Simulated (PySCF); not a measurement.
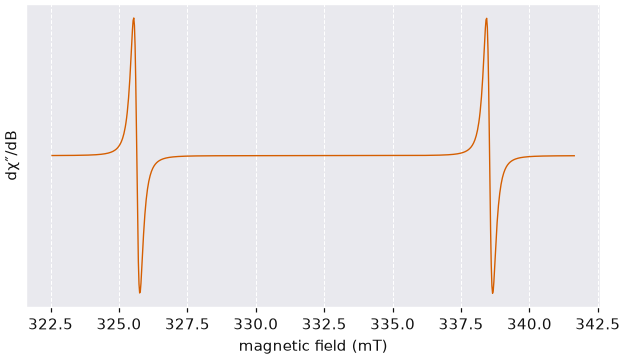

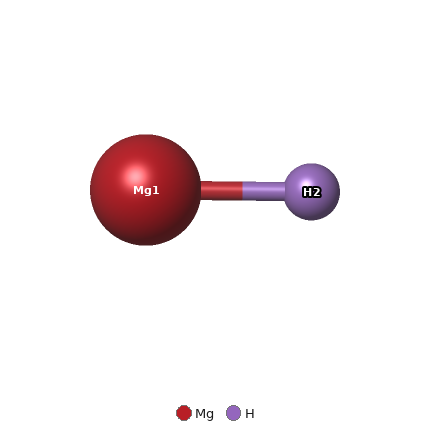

First-order isotropic EPR spectrum (fast tumbling, first derivative) of MgH, doublet at 9.30 GHz, Lorentzian lines of 0.39 mT full width at half height, from computed g and hyperfine couplings (CAM-B3LYP/pcH-1 (def2-TZVP-core on Mg) with PySCF 2.14.0, at a PBE0-D3(BJ)/def2-SVP geometry (no frequency check), gas phase); values of one conformer, averaged over methyl-type rotors alone; no vibrational averaging; dilute isotopes left out.

Question: Which couplings does the calculation give? The spectrum shows the sizes of those above the line width, not their signs.

Answer:
| nuclei | isotope | a (mT) | a (MHz) |
| --- | --- | --- | --- |
| H2 | ¹H | 12.89 | 361.1 |

Question: What is the g value, and how wide is the spectrum?

Answer: g_iso = 2.0008, which centres the spectrum at 332.1 mT; it spans 12.9 mT.
